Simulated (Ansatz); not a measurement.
# C18Se (slab): what the fields show

```
CELL_PARAMETERS angstrom
7.39800 0.00000 0.00000
-3.69900 6.40686 0.00000
0.00000 0.00000 12.00000
ATOMIC_POSITIONS crystal
C 0.00294 0.00484 0.07883
C 0.22585 0.11569 0.07919
C 0.99909 0.33722 0.08420
C 0.22344 0.44586 0.10380
C 0.00439 0.67324 0.07746
C 0.22238 0.78377 0.08415
C 0.33568 0.00532 0.07913
C 0.55859 0.11614 0.07886
C 0.33915 0.33723 0.08423
C 0.55711 0.44775 0.07747
C 0.33806 0.67513 0.10380
C 0.56241 0.78375 0.08418
C 0.67067 0.00531 0.07918
C 0.89086 0.11568 0.07918
C 0.66886 0.33671 0.07521
C 0.89165 0.44775 0.07749
C 0.66985 0.67325 0.07745
C 0.89265 0.78427 0.07521
Se 0.28072 0.56050 0.27098
```

All numbers below come from DFT PBE, scalar-relativistic, plane waves, PAW (Ansatz 0.2.0).

Core electrons are frozen (PAW), and the valence fields are smoothed inside the atomic spheres.

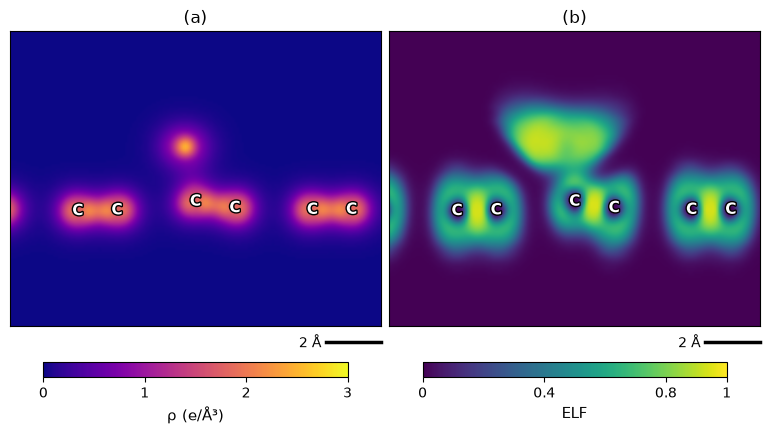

Figure 1. (a) valence charge density (pseudo); (b) electron localisation function on the (110) plane of the calculation cell, a cut from vacuum to vacuum.

Question: Describe what can be read from this map.

Answer: The plane passes through C nuclei. Atoms just off the plane (Se, 0.6 Å away) can leave unmarked features too. C–C (1.43 Å): ρ at the midpoint is about 2 e/Å³; the ELF peaks at about 0.95 between the atoms, as expected for localised, covalent bonding. C–C (1.46 Å): ρ is about 1.9 e/Å³ halfway; the ELF peaks at about 0.95 between the atoms; a covalent bond. The density dies away to nearly zero in the vacuum. The ELF also peaks beside Se, away from the bonds: lone-pair regions.

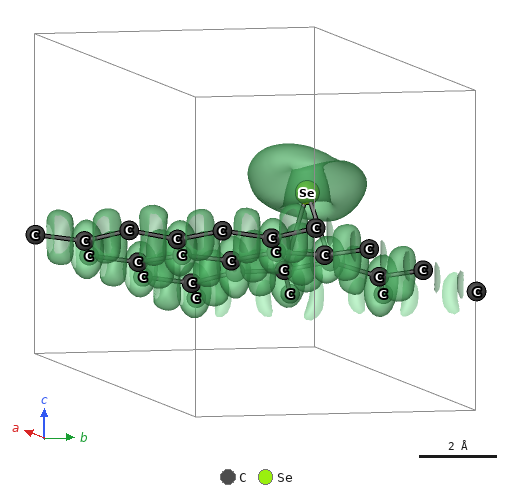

Figure 2. Isosurface of the ELF at 0.75 (green), seen at an oblique angle. Only the valence region is drawn (cores and ρ < 0.01 e/Å³ removed). Sticks mark near contacts.

Question: What do the ELF domains correspond to?

Answer: The surface consists of 27 regions between bonded C–C atoms (shared pairs) and one region wrapped around Se (its valence shell), counted in one cell of 19 atoms. Counts are for one cell; the picture repeats the cell along the surface.


C–C (1.40 Å): the ELF peaks at about 0.95 between the atoms: a covalent bond. C–Se (2.14 Å): the ELF peaks at about 0.70 between the atoms.
